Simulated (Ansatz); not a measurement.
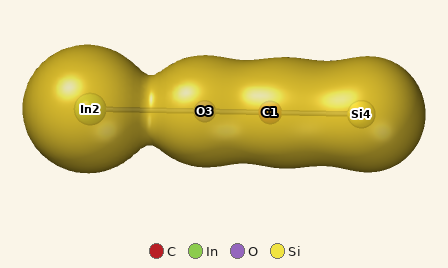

Figure 1: CInOSi (SMILES [Si]#C[O][In]) (doublet). Isosurface of the electron density at 0.2 e/Å³ (yellow), seen from one side.

Geometry: B3LYP-D3(BJ)/def2-SVP; core potentials replace the inner electrons of In.

All numbers below come from isolated molecule in a Gaussian basis; Kohn-Sham density functional theory, functional PBE0 (Ansatz).

Input file:

```
crystal:
  periodic: [false, false, false]
  atoms:
    - {symbol: C, position_ang: [0.000000, 0.000000, -0.730770]}
    - {symbol: In, position_ang: [0.000000, 0.000000, 2.678283]}
    - {symbol: O, position_ang: [0.000000, 0.000000, 0.508668]}
    - {symbol: Si, position_ang: [0.000000, 0.000000, -2.456182]}
basis:
  gaussian: {orbitals: def2-TZVPD}
magnetization: {spin_polarized: true, initial_magnetization: 1}
hamiltonian: {xc: {name: PBE0}}
output: {forces: true, orbitals: {seedname: orbitals}}
```

Run with:

```sh
ansatz run input.yaml --threads 1 --pin off --max-ram 2610MiB --events-out events.jsonl --progress --plain --runs-dir runs
```

**What does this surface tell about the bonding?**

At this value the surface is in one piece. It bridges the sampled C–O (1.24 Å), C–Si (1.73 Å) and In–O (2.17 Å) contacts, where the density stays above the isovalue. On the grid the lowest density along these lines, outside the cores, is 2.5 e/Å³ (C–O, 1.24 Å), 0.87 e/Å³ (C–Si, 1.73 Å) and 0.45 e/Å³ (In–O, 2.17 Å).
